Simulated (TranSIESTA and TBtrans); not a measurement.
Device: Si chain with one Ru atom in place of Si. Leads: straight Si chain, spacing 2.137 Å. Geometry: 3 atoms about the centre moved by SIESTA (PBE, DZP) to a largest force of 0.00 eV/Å, all others as built, motion along the axis alone.

Computed with TranSIESTA and TBtrans, PBE, DZP numerical orbitals (energy shift 0.15 eV), PseudoDojo norm-conserving scalar-relativistic potentials, mesh cutoff 200 Ry, 300 K, spin-polarised (collinear), no spin-orbit coupling; self-consistent non-equilibrium Green functions.

Energies count from the leads' Fermi level. Transmissions are for each spin. The energy step is 0.01 eV; narrower resonances are cut or missed.

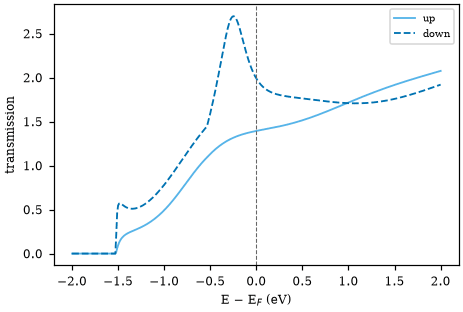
*Transmission against energy*

| E (eV) | T up | T down | lead channels up | down |
|---|---|---|---|---|
| -2.00 | 0 | 0 | 0 | 0 |
| -1.80 | 0 | 0 | 0 | 0 |
| -1.60 | 0 | 0 | 0 | 0 |
| -1.40 | 0.23 | 0.52 | 2 | 2 |
| -1.20 | 0.33 | 0.57 | 2 | 2 |
| -1.00 | 0.49 | 0.78 | 2 | 2 |
| -0.80 | 0.75 | 1.07 | 2 | 2 |
| -0.60 | 1.02 | 1.36 | 2 | 2 |
| -0.40 | 1.22 | 2.09 | 3 | 3 |
| -0.20 | 1.34 | 2.62 | 3 | 3 |
| 0.00 | 1.39 | 1.99 | 3 | 3 |
| 0.20 | 1.43 | 1.82 | 3 | 3 |
| 0.40 | 1.48 | 1.78 | 3 | 3 |
| 0.60 | 1.55 | 1.75 | 3 | 3 |
| 0.80 | 1.63 | 1.73 | 3 | 3 |
| 1.00 | 1.72 | 1.71 | 3 | 3 |
| 1.20 | 1.80 | 1.71 | 3 | 3 |
| 1.40 | 1.88 | 1.74 | 3 | 3 |
| 1.60 | 1.95 | 1.78 | 3 | 3 |
| 1.80 | 2.02 | 1.85 | 3 | 3 |
| 2.00 | 2.08 | 1.92 | 3 | 3 |

Moments were seeded on the central atoms alone, and one start was tried. The straight chain is held at its spacing; free chains may zigzag or dimerise.
